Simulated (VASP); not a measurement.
Band structure of InGaN$_{2}$ (space group P3m1). These are PBEsol GGA, VASP's PBE PAW potentials (set 64) (plane waves; VASP) values and carry that method's errors.

Unless said otherwise, spin-orbit coupling is left out, though it shifts the bands of the heavy elements here.

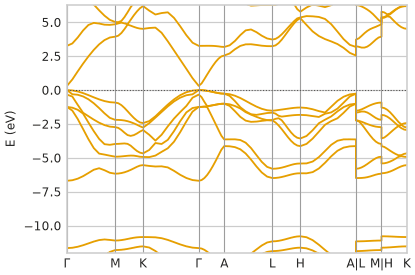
Bands along high-symmetry lines, zero at the valence-band maximum or, without a gap, the Fermi level

Q: Read the plot: is there a gap, and where are the band edges?

A: The gap is direct, 0.31 eV, from the valence maximum at Γ to the conduction minimum at Γ. (Edges off the drawn lines would not show.)

The structure comes from a computed database's InGaN2 entry (P3m1); how it stands against other phases isn't given here. It was relaxed first.
